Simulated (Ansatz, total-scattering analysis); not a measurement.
# The surroundings of H by a first difference

Two samples of ethanol (12 ethanol; C 22.2, O 11.1, H 66.7 atom %; 300 K, fixed volume; ρ₀ = 0.0929 Å⁻³) differ only in the isotope of H: D (b = 6.6681 fm) and H (b = -3.7395 fm). Other lengths: C 6.6472, O 5.8037 fm. The data are simulated by ab initio molecular dynamics with Ansatz (revPBE-D3(BJ), plane waves, PAW default files, Langevin thermostat, no spin, fixed volume, H with the mass of D). The average runs over 0.65 ps of 108 atoms, so shells between rare elements are rough. Mean temperature 292 K, largest m.s.d. 1.34 Å², energy drift +1 meV an atom (last third less first, no steady trend), Langevin friction 10 ps⁻¹; the first quarter of the run is discarded. Start: last frame of a classical run of this cell at the same density and temperature. So short a stretch relaxes bonds and nearest shells but still remembers its start. It is a liquid as far as so short a run tells. The partials come from the cell's reciprocal vectors below 4 Å⁻¹ and from g(r) above; absorption, incoherent and inelastic scattering are left out. F(Q) = Σ ci cj bi bj (Sij − 1), in barn per steradian and atom:

```csv
Q (Å⁻¹),2H,1H,difference
0.6,-0.335,-0.213,-0.122
0.9,-0.299,-0.191,-0.109
1.2,0.141,-0.179,0.321
1.5,0.519,-0.128,0.646
1.8,0.022,-0.091,0.114
2.1,-0.064,-0.098,0.035
2.4,-0.068,-0.056,-0.012
2.7,-0.038,-0.044,0.006
3.0,-0.017,-0.015,-0.002
3.3,-0.027,0.002,-0.029
3.6,-0.036,0.016,-0.052
3.9,-0.065,0.009,-0.074
4.2,-0.073,0.024,-0.097
4.5,-0.087,0.064,-0.152
4.8,-0.092,0.098,-0.190
5.1,-0.089,0.105,-0.194
5.4,-0.066,0.085,-0.151
5.7,-0.020,0.045,-0.064
6.0,0.025,-0.007,0.031
6.3,0.047,-0.051,0.098
6.6,0.054,-0.076,0.129
6.9,0.061,-0.080,0.140
7.2,0.067,-0.068,0.136
7.5,0.061,-0.046,0.107
7.8,0.044,-0.019,0.063
8.1,0.030,0.003,0.027
8.4,0.020,0.014,0.005
8.7,0.008,0.018,-0.010
9.0,-0.010,0.016,-0.025
9.3,-0.027,0.010,-0.037
9.6,-0.037,0.007,-0.045
9.9,-0.041,0.012,-0.053
10.2,-0.043,0.023,-0.065
10.5,-0.043,0.031,-0.074
10.8,-0.039,0.033,-0.071
```

The first difference in real space, ΔG(r), in barn (from the pair functions, so without the broadening of a finite Q range):

```
r (Å)  first difference G(r)
 0.50                 -0.428
 0.58                 -0.428
 0.66                 -0.428
 0.74                 -0.428
 0.82                 -0.428
 0.90                 -0.410
 0.98                  1.134
 1.06                  2.816
 1.14                  2.686
 1.22                 -0.402
 1.30                 -0.428
 1.38                 -0.428
 1.46                 -0.427
 1.54                 -0.422
 1.62                 -0.384
 1.70                 -0.137
 1.78                  0.130
 1.86                 -0.120
 1.94                 -0.132
 2.02                  0.084
 2.10                  0.493
 2.18                  0.613
 2.26                  0.032
 2.34                 -0.240
 2.42                 -0.190
 2.50                 -0.144
 2.58                 -0.107
 2.66                 -0.122
 2.74                 -0.119
 2.82                 -0.104
 2.90                 -0.132
 2.98                 -0.101
 3.06                 -0.043
 3.14                 -0.053
 3.22                 -0.045
 3.30                 -0.044
 3.38                 -0.015
 3.46                 -0.040
 3.54                 -0.050
```

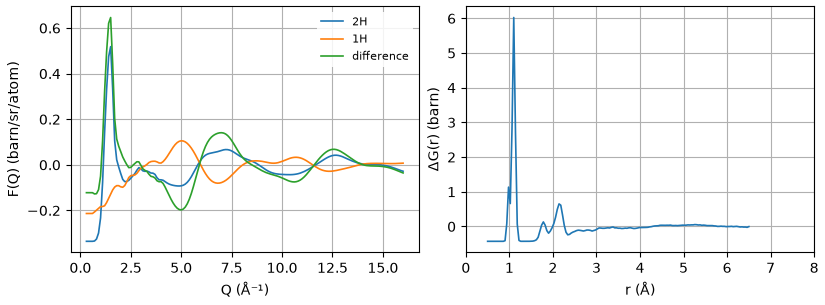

**Question.** Which pairs survive in the difference, and what is the first shell of H?

Pairs without H cancel. ΔG(r) = Σ W [g(r) − 1] with W = 2 c(H) c(j) b(j) Δb, and c(H)² (b₁² − b₂²) for H–H: H–C 0.2050, H–O 0.0895, H–H 0.1355 barn. At small r, ΔG → −ΣW = -0.430; in this finite cell the H–H term carries (N − 1)/N with N = 72 atoms of H, which gives -0.428.

The first feature holds O–H (0.98 Å, 0.2 neighbours by the coordinates) and C–H (1.10 Å, 0.8 neighbours by the coordinates) together, so its area gives only their weighted sum.

Shells of H from the coordinates: O–H at 0.98 Å, 0.2 neighbours to 1.26 Å; C–H at 1.10 Å, 0.8 neighbours to 1.40 Å; H–H at 1.78 Å, 1.4 neighbours to 2.02 Å (first peaks with a usable minimum only). Counts average over all H, whatever molecule they sit on, and second peaks of a pair (H two bonds away, hydrogen bonds) add features between 1.5 and 2.5 Å that aren't listed. The structure is taken to be the same for both isotopes, which holds least well for H and D.

[Logs are printed without paths, hosts, clocks, repeated set-up lines and the standing remarks that a program may print on its own settings, such as how far it seeks lower states.]
